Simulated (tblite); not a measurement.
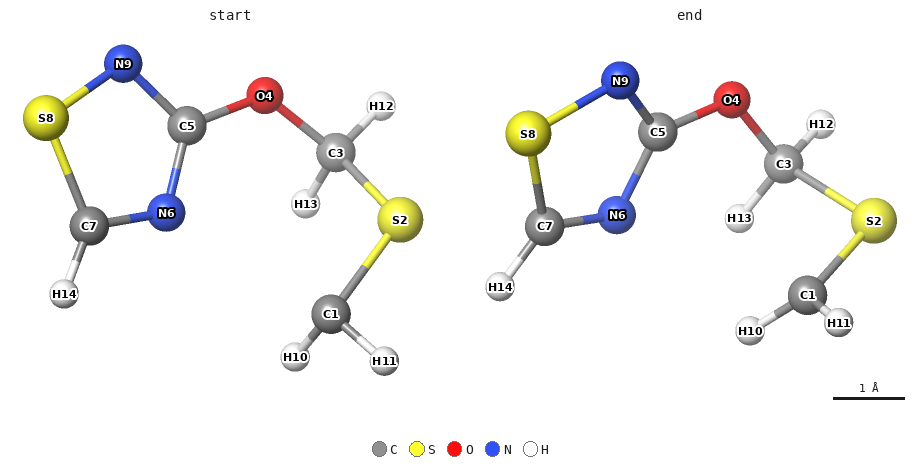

The structure of C4H5N2OS2 (multiplicity 2) before (left) and after (right) a relaxation, at one scale.

A ball-and-stick model, seen at a tilt.

All numbers below come from tblite, GFN2-xTB geometry optimisation, gas phase. 

> What changed between the two?

H14 moves most after the best rigid fit: 0.87 Å. Largest moves by element: H 0.87 Å, N 0.83 Å, S 0.57 Å, C 0.44 Å, O 0.21 Å. Near-neighbour distances that change, for instance: C1–S2 1.842 → 1.694 Å, S8–N9 1.552 → 1.628 Å, O4–C5 1.399 → 1.330 Å, S2–C3 1.778 → 1.846 Å. Among the angles between lasting bonds that change: H10–C1–H11 106.4° → 120.6°, C1–S2–C3 113.3° → 100.8°, S2–C1–H11 104.6° → 116.5°. Groups turn about C3–O4 by about 25°. After 125 geometry steps the energy has fallen by 124.2 kJ/mol. Cost: 0.79 s on 1 thread of Arm Neoverse V2, on a shared host.
